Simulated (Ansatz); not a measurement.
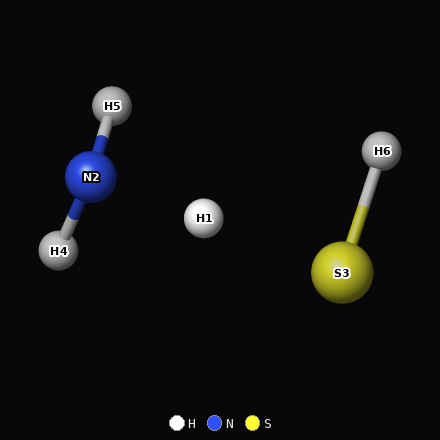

The system is the reacting system H4NS (fragments H₃N + HS where the first distance is long, H₂S + H₂N where the second is long), spin multiplicity 2; the picture shows the reference structure. First axis: distance H1–S3 (bond that forms). Second axis: distance H1–N2 (bond that breaks). Relaxed at each point: all other coordinates. The grid has 13 × 13 points. Points are written as (first, second). Energies: eV, counted from a guessed transition structure relaxed with its forming and breaking bonds held. In part of the range the unrestricted reference is strongly spin-contaminated. The calculation used UKS PBE0-D4/def2-SVP (Ansatz).

Its coordinates:

```xyz
6

H     0.3866    0.5385   -0.3957
N     1.0794   -0.4950    0.0767
S    -1.3643    0.7953   -0.6918
H     0.8171   -1.2584   -0.5566
H     0.6195   -0.7247    0.9644
H    -1.5383    1.1444    0.6029
```

Range: distance H1–S3 (bond that forms) from 1.224 to 2.424 Å; distance H1–N2 (bond that breaks) from 0.918 to 2.718 Å.

**Predict the map.**

The lowest grid point is at (2.424 Å, 0.999 Å), −0.81 eV from a guessed transition structure relaxed with its forming and breaking bonds held. It lies in a valley that leaves the map towards separated partners. A higher local minimum lies near (1.352 Å, 2.174 Å) (0.85 eV above the lowest at that grid point). The highest grid point, (2.424 Å, 2.718 Å), lies 4.28 eV above the lowest.

```
second ↓, first →  1.224  1.278  1.352  1.436  1.528  1.626  1.729  1.836  1.947  2.062  2.179  2.300  2.424
            2.718   0.36   0.17   0.09   0.18   0.41   0.74   1.15   1.61   2.07   2.52   2.93   3.24   3.47
            2.532   0.34   0.15   0.07   0.15   0.37   0.71   1.11   1.58   2.03   2.48   2.88   3.19   3.41
            2.351   0.33   0.14   0.05   0.12   0.34   0.67   1.06   1.53   1.98   2.41   2.80   3.10   3.32
            2.174   0.33   0.13   0.04   0.10   0.31   0.62   1.01   1.46   1.89   2.31   2.67   2.95   3.17
            2.002   0.35   0.14   0.04   0.09   0.28   0.58   0.95   1.36   1.76   2.14   2.47   2.72   2.92
            1.836   0.39   0.17   0.04   0.07   0.24   0.51   0.84   1.20   1.56   1.88   2.16   2.37   2.54
            1.675   0.48   0.23   0.06   0.05   0.17   0.39   0.67   0.96   1.24   1.50   1.70   1.86   1.98
            1.521   0.62   0.33   0.11   0.03   0.07   0.21   0.41   0.61   0.80   0.97   1.11   1.21   1.28
            1.374   0.85   0.49   0.18   0.00  −0.05  −0.02   0.07   0.17   0.27   0.36   0.43   0.49   0.53
            1.236   1.19   0.74   0.32   0.02  −0.16  −0.25  −0.28  −0.28  −0.26  −0.23  −0.21  −0.19  −0.17
            1.110   1.69   1.16   0.60   0.16  −0.15  −0.36  −0.49  −0.57  −0.62  −0.65  −0.67  −0.68  −0.68
            0.999   2.43   1.79   1.13   0.58   0.15  −0.17  −0.39  −0.54  −0.65  −0.72  −0.77  −0.80  −0.81
            0.918   3.32   2.61   1.85   1.22   0.72   0.33   0.04  −0.16  −0.30  −0.40  −0.47  −0.51  −0.54
```

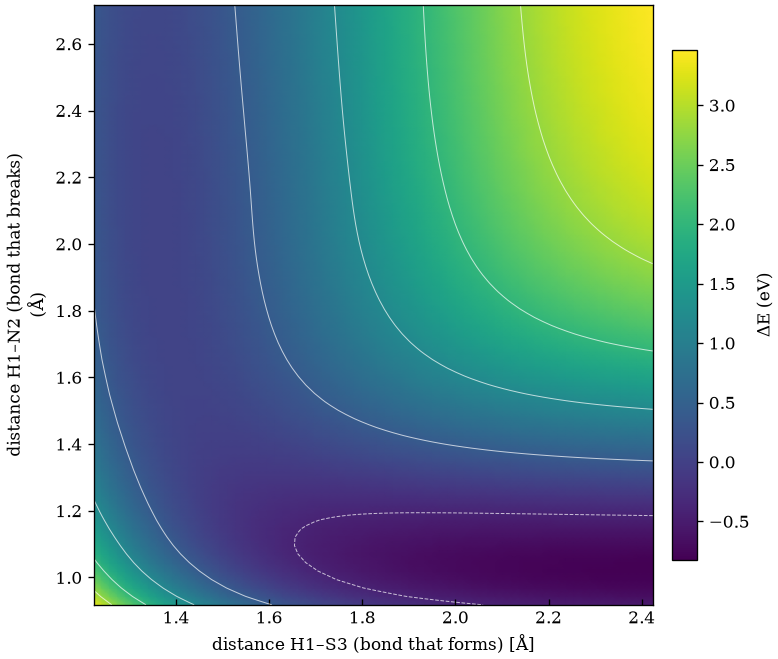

The picture shows a smooth colour map with a few white contour lines. Between grid points the surface is interpolated.

Each point was launched as `ansatz run input.yaml --threads 1 --pin off --max-ram 2560MiB --backend cpu --events-out ev --progress --plain --runs-dir out`. The whole map (169 points run) took 42 min on 1 thread of Arm Neoverse V1, on a shared host.
